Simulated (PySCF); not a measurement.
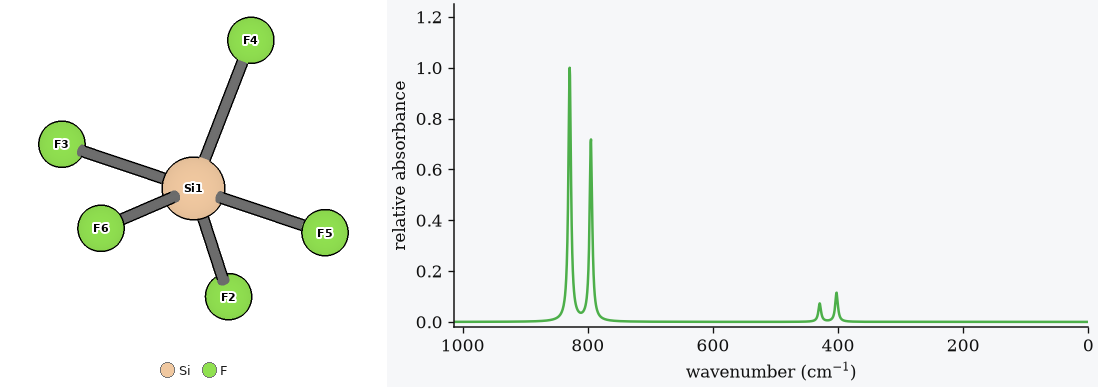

Infrared spectrum of SiF₅⁻, singlet (point group D3h). Unscaled harmonic wavenumbers and double-harmonic intensities, PBE/def2-SVPD in PySCF 2.14.0, isolated molecule. The structure is the lowest point that the starts tried gave, with the shape that electron-pair counting expects. Degenerate modes count as one line, with their intensities summed. Lorentzian lines of 5 cm⁻¹ full width. Close modes add up in the curve.

### Which lines are the most intense?

829.0 cm⁻¹ (536.8 km/mol, e'), 795.0 cm⁻¹ (384.9 km/mol, a2'') and 402.4 cm⁻¹ (61.9 km/mol, e').

### Which modes are missing from the spectrum (below 0.05 km/mol)?

370.5 cm⁻¹ (e''), 506.8 cm⁻¹ (a1') and 640.4 cm⁻¹ (a1').

### List the modes.

| cm⁻¹ | km/mol | symmetry |
| --- | --- | --- |
| 119.2 | 0.2 | e' (×2) |
| 370.5 | 0.0 | e'' (×2) |
| 402.4 | 61.9 | e' (×2) |
| 429.4 | 38.8 | a2'' |
| 506.8 | 0.0 | a1' |
| 640.4 | 0.0 | a1' |
| 795.0 | 384.9 | a2'' |
| 829.0 | 536.8 | e' (×2) |

Note: double-zeta basis on some or all atoms.
